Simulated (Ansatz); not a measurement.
# Single-point calculation of W16S

W16S (slab, 17 atoms in the cell), computed with DFT, PBE, plane waves, PAW, PAW set soft_1, Ueff = 6 eV on W d (Ansatz 0.2.0).

The structure derives from an entry of the Crystallography Open Database. The run did not end well. Figures and captions count atoms from 1; the log counts them from 0 in places.

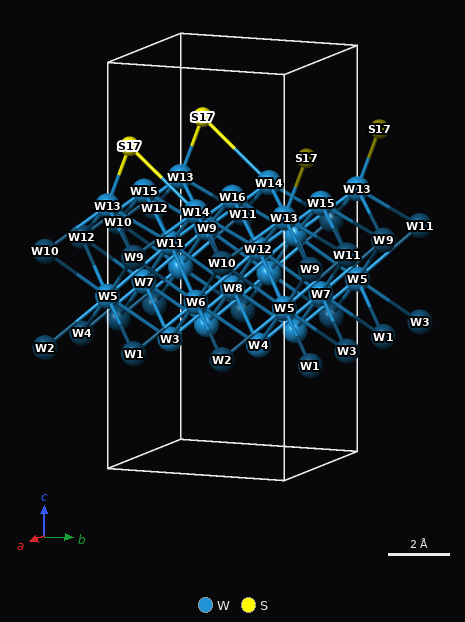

**Figure 1.** The input geometry (ball-and-stick view of the cell of the calculation, with the vacuum cut short, seen slightly off an axis; neighbours outside the cell are drawn fainter; atoms are numbered from 1 in the order of the input). An atom can appear more than once, as a periodic image.

### The input
```yaml
crystal:
  lattice:
    - [6.367398338, 0.0, 0.0]
    - [0.0, 6.367398338, 0.0]
    - [0.0, 0.0, 20.1425775803]
  atoms:
    - { symbol: W, position: [0.25, 0.25, 0.1985843164] }
    - { symbol: W, position: [0.25, 0.75, 0.1985843164] }
    - { symbol: W, position: [0.75, 0.25, 0.1985843164] }
    - { symbol: W, position: [0.75, 0.75, 0.1985843164] }
    - { symbol: W, position: [0.0, 0.0, 0.2776134068] }
    - { symbol: W, position: [0.0, 0.5, 0.2776134068] }
    - { symbol: W, position: [0.5, 0.0, 0.2776134068] }
    - { symbol: W, position: [0.5, 0.5, 0.2776134068] }
    - { symbol: W, position: [0.25, 0.25, 0.3599451808] }
    - { symbol: W, position: [0.25, 0.75, 0.3599451808] }
    - { symbol: W, position: [0.75, 0.25, 0.3599451808] }
    - { symbol: W, position: [0.75, 0.75, 0.3599451808] }
    - { symbol: W, position: [0.0, 0.0, 0.4290700903] }
    - { symbol: W, position: [0.0, 0.5, 0.4290700903] }
    - { symbol: W, position: [0.5, 0.0, 0.4290700903] }
    - { symbol: W, position: [0.5, 0.5, 0.4290700903] }
    - { symbol: S, position: [0.0, 0.125, 0.5313975681] }
basis:
  ecutwfc: 420
kpoints:
  mp_grid: { grid: [4, 4, 1] }
hamiltonian:
  xc: pbe
  pseudopotentials: { kind: paw, azcp: { folder: soft_1 } }
  hubbard: { sites: [{ species: W, l: d, u_eff: 6.0 }], double_counting: amf }
scf:
  occupations: { method: gaussian, width: 0.1 }
  algorithm: direct_min
output:
  forces: true
  eigenvalues: true
efield:
  axis: 3
  dipole_correction: true
  ramp_width: 0.04
```

Run as:
```bash
ansatz run input.yaml --threads 4 --pin off --max-ram 12288MiB --backend cpu --events-out ev --progress --plain --runs-dir out
```

### Log
```
W: projections on atomic orbitals take those of the free atom [Kr 4d10 4f14] 5s2 5p6 5d4 6s2, of charge +0.00 (hamiltonian.pseudopotentials.projection_atoms); the dataset's partial waves leave at most 6.5e-5 of an orbital's norm unspanned inside its sphere
S: projections on atomic orbitals take those of the free atom [Ne] 3s2 3p4, of charge +0.00 (hamiltonian.pseudopotentials.projection_atoms); the dataset's partial waves leave at most 1.5e-7 of an orbital's norm unspanned inside its sphere
Engine: ansatz 0.2.0, x86_64-unknown-linux-gnu
Pseudopotentials: kind: paw
Pseudopotential: W, paw, valence charge 14, recommended cutoff 420 eV (normal), [file]
Pseudopotential: S, paw, valence charge 6, recommended cutoff 420 eV (normal), [file]
Functional definition: PBE
  parameter kappa = 0.804
  parameter beta = 0.06672455060314922
  exchange = pbe_x(kappa = kappa, mu = beta*pi^2/3)
  correlation = pbe_c(beta = beta)
davidson cushion auto → on  (block headroom 23 < Hubbard manifold empty extent 48; pin scf.eigensolver.cushion to override)
Crystal: 17 atoms, lattice volume = 816.656 Å³
Basis set: ecut = 420 eV, 15975 PW (Γ), exchange–correlation on 90×90×270 points (8 copies of the dense FFT grid, shifted against one another)
Bands: 138, of which v1, the nominal top of the filled ones, is band 115 counted from 1 (114 counted from 0)
Symmetry: 2 space group operations
Space group: Pm (ITA 6), of the structure as read, at distance tolerance 9.3e-5 Å
k-points: 9 of 16 (time reversal used)
Non-local potential: W, projectors of the file, l = 0: 3, l = 1: 2, l = 2: 2, l = 3: 1
Non-local potential: S, projectors of the file, l = 0: 2, l = 1: 2, l = 2: 1
PAW form: soft (Blöchl's): semilocal exchange-correlation on the pseudo side does not see the compensation charge
PAW one-centre angular grid: W, 590 points (default); XC on 64 Gauss nodes
PAW one-centre angular grid: S, 110 points (default); XC on 64 Gauss nodes
Initial density: superposition of atomic densities (neutral atoms: chi_scale 0, normalization atom)
Initial wavefunctions: pseudopotential atomic-orbital guess
Functional: x = pbe(κ = 0.804, μ = 0.2195149727645171), c = pbe(β = 0.06672455060314922)
iter 1 solved again at ethr=5.11e-2 eV; its pass at ethr=1.00e-1 eV (dr2=1.18e2 eV) is discarded
SCF iter   1: F=—  HF=-167070.628548 eV  |F-HF|=—  |Δ(HF+E_count)|=         —  Δρ=4.75e-2  dr2=1.18e2  ethr=5.11e-2  p=0.000 e·Å  D=3.74e-7 V/Å  ΔV_dip=-0.00 eV  dr2_dipole=9.28e0  V_vac-E_F(+/−)=6.82/6.82 eV  ⟨swp⟩=2.0  Hψ=6426  notcnv=0
efield: sawtooth ramp at fractional position 0.8450 (placed from the atoms, in the widest stretch of the axis that holds none; the zero of the levels goes with the place), width 0.0400; the density the first Hamiltonian is built on has a dipole p = 0.000 e·Å; the dipole correction subtracts the counter field D = 3.74e-7 V/Å, which shifts the + side's vacuum level by -0.00 eV against the − side's; the planar-averaged density in the ramp window peaks in size at 5.1e-7 e/Å³
preconditioner: auto → LDOS  [metal: Δε(μ)=0.026 eV  Ē_g=4.897 eV  σ=0.100 eV  W_gap=0.14  n_scr=146 (ndim 8)  ℏωp=13.1 eV  f_vac=0.546  D(μ)=15.25/eV (n_scr^D=74)  β→1.0]
SCF iter   2: F=—  HF=-167075.952617 eV  |F-HF|=—  |Δ(HF+E_count)|=    5.32e0  Δρ=4.50e-2  dr2=2.28e2  ethr=5.11e-2  p=-0.342 e·Å  D=-7.58e-2 V/Å  ΔV_dip=1.53 eV  dr2_dipole=3.15e1  V_vac-E_F(+/−)=2.83/1.30 eV  ⟨swp⟩=3.9  Hψ=3385  notcnv=0
iter 3 solved again at ethr=4.06e-3 eV; its pass at ethr=5.11e-2 eV (dr2=9.34e0 eV) is discarded
SCF iter   3: F=—  HF=-167063.553389 eV  |F-HF|=—  |Δ(HF+E_count)|=    1.24e1  Δρ=1.49e-2  dr2=9.50e0  ethr=4.06e-3  p=-0.270 e·Å  D=-5.99e-2 V/Å  ΔV_dip=1.21 eV  dr2_dipole=2.78e-1  V_vac-E_F(+/−)=5.03/3.82 eV  ⟨swp⟩=3.2  Hψ=5572  notcnv=0
Error: SIGTERM received: cancelled by the caller after 3 completed SCF iterations
```

### Outcome

```json
{"quantity": "outcome", "value": "stopped at the time limit"}
{"quantity": "hardware", "value": "4 threads of Intel Xeon @ 2.50GHz (Skylake/Cascade Lake), 32 GiB of memory available, shared host"}
{"quantity": "wall time", "value": "1.8 min (CPU time 7.1 min)"}
{"quantity": "peak memory", "value": "4.3 GiB"}
```

Settings chosen away from the usual ones: hamiltonian.hubbard set to {"sites": [{"species": "W", "l": "d", "u_eff": 6.0}], "double_counting": "amf"}; scf.algorithm set to direct_min. The run was cut off by its time limit, so the output is incomplete.
